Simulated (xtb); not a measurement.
## Geometry relaxation, with input and output: C3InN3O3 (part 4 of 4)

The same run, continued: C3InN3O3 (In(NCO)3); GFN2-xTB (xtb 6.7.1 later snapshot).  The settings are looser than a standard set-up, so the numbers are not reference values.

Geometry of the input (Å):
```
In 0.0784  -0.0378  -0.0957
N  1.9267  0.6452  -0.0088
C  2.9573  0.0225  0.0234
O  4.1588  -0.2513  0.0186
N  -1.4770  1.3363  -0.0629
C  -1.5993  2.5044  0.0056
O  -1.9020  3.7272  -0.0686
N  -0.5005  -1.9797  -0.0034
C  -1.4299  -2.7163  0.0172
O  -2.2937  -3.5788  -0.1107
```

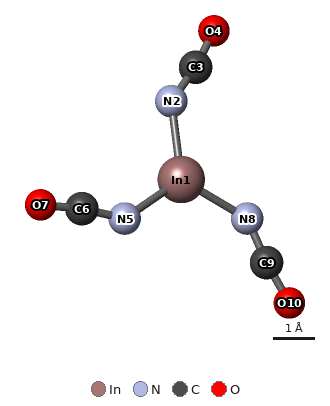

*The geometry at step 11 of the log (ball-and-stick view, seen at a tilt; atoms are numbered from 1 in the order of the input).*

### Trajectory as extended XYZ, continued
```
10
Properties=species:S:1:pos:R:3 step=9 energy=-779.65084
In   -0.0167   -0.0236   -0.0127
N     1.9009    0.5880    0.0208
C     2.9809    0.0603   -0.0147
O     4.0820   -0.2844    0.0196
N    -1.4946    1.3380   -0.0327
C    -1.5952    2.5332   -0.0537
O    -1.8544    3.6539   -0.0640
N    -0.4455   -1.9831   -0.0335
C    -1.4072   -2.6999   -0.0515
O    -2.2315   -3.5105   -0.0626
10
Properties=species:S:1:pos:R:3 step=10 energy=-779.65419
In   -0.0176   -0.0227    0.0039
N     1.9041    0.5893    0.0076
C     2.9820    0.0646    0.0179
O     4.0788   -0.2825   -0.0108
N    -1.4988    1.3346   -0.0280
C    -1.6084    2.5283   -0.0381
O    -1.8368    3.6556   -0.0873
N    -0.4480   -1.9855   -0.0165
C    -1.4060   -2.7059   -0.0469
O    -2.2303   -3.5040   -0.0871
10
Properties=species:S:1:pos:R:3 step=11 energy=-779.66003
In   -0.0183   -0.0231   -0.0068
N     1.9012    0.5840    0.0125
C     2.9828    0.0643    0.0073
O     4.0804   -0.2849    0.0020
N    -1.4955    1.3383   -0.0321
C    -1.6026    2.5326   -0.0486
O    -1.8484    3.6574   -0.0721
N    -0.4457   -1.9849   -0.0256
C    -1.4032   -2.7061   -0.0472
O    -2.2319   -3.5058   -0.0747
10
Properties=species:S:1:pos:R:3 step=12 energy=-779.66098
In   -0.0180   -0.0227   -0.0125
N     1.9008    0.5794    0.0125
C     2.9849    0.0651    0.0062
O     4.0823   -0.2871    0.0058
N    -1.4931    1.3406   -0.0355
C    -1.6044    2.5346   -0.0502
O    -1.8535    3.6594   -0.0664
N    -0.4462   -1.9839   -0.0272
C    -1.4026   -2.7067   -0.0475
O    -2.2316   -3.5069   -0.0703
```

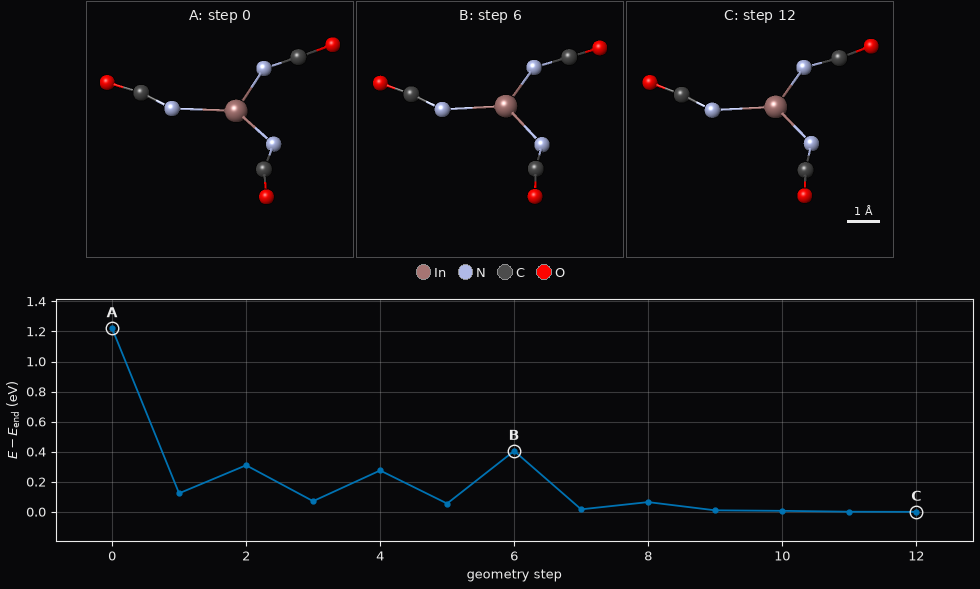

*Frames of the relaxation (ball-and-stick view, seen at a tilt) above the curves, on which the letters mark them (steps are counted from 0).*

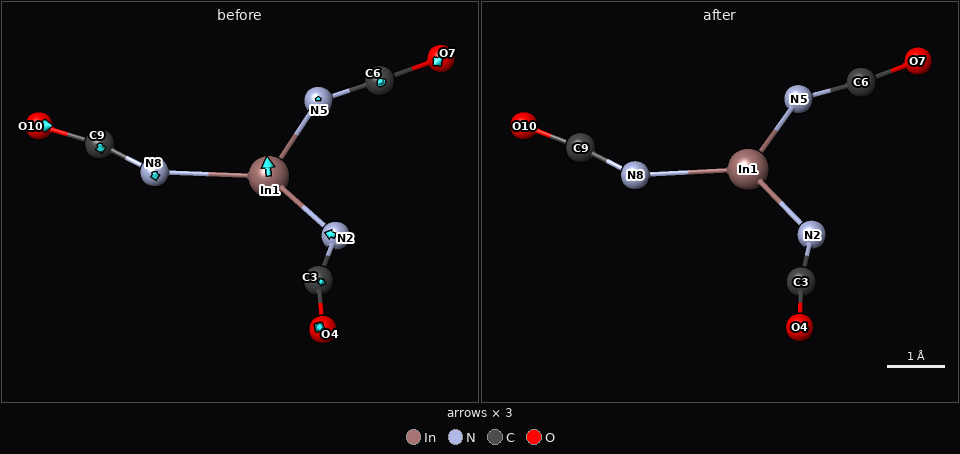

*Before (left) and after (right) the relaxation, at one scale (ball-and-stick view, seen at a tilt). The teal arrows give the displacements, magnified 3 times.*

After 12 geometry steps the energy has fallen by 1.221 eV. In1 moves most after the best rigid fit: 0.13 Å. Largest moves by element: In 0.13 Å, O 0.10 Å, N 0.07 Å, C 0.07 Å. Among the contacts that change: C6–O7 1.262 → 1.152 Å, C3–O4 1.232 → 1.152 Å, In1–N5 2.076 → 2.009 Å, In1–N2 1.972 → 2.011 Å. Among the angles that change: N2–C3–O4 161.6° → 172.4°, In1–N2–C3 128.6° → 137.2°, N2–In1–N8 126.7° → 119.7°. (Atoms are counted from 1 in the order of the input.)

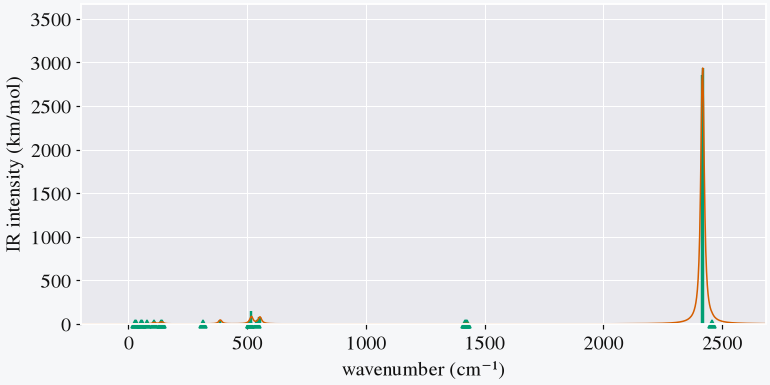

*Harmonic infrared spectrum, unscaled: sticks (degenerate modes added up, dark ones marked on the axis) with a Lorentzian envelope of 16 cm⁻¹ full width, scaled to the tallest stick.*

24 modes from 28 to 2459 cm⁻¹, none imaginary. The strongest line is at 2421 cm⁻¹ (2935 km/mol).

### Results in brief

| quantity | value |
| --- | --- |
| outcome | converged |
| electrons treated | 48 |
| total energy | −28.652012 hartree |
| dispersion energy | −0.007567 hartree |
| basis functions | 46 |
| HOMO | −12.78 eV |
| LUMO | −10.02 eV |
| zero-point energy | 0.037601 hartree |
| dipole moment | 0.04 D |
| wavenumbers, lowest and highest | 28 and 2459 cm⁻¹ |
| hardware | 1 thread of Arm Neoverse V1, 24 GiB of memory available, shared host |
| wall time | 0.52 s |
| peak memory | 0.073 GiB |

Settings chosen away from the usual ones: method = gfn2-xtb; task = optfreq; opt_level = loose; x = {}; partner = base. These settings are looser than, or depart from, a standard set-up, so the numbers are not reference values for this system. Notes on the run: -1- hessian_numhess: Hessian on incompletely optimized geometry!.
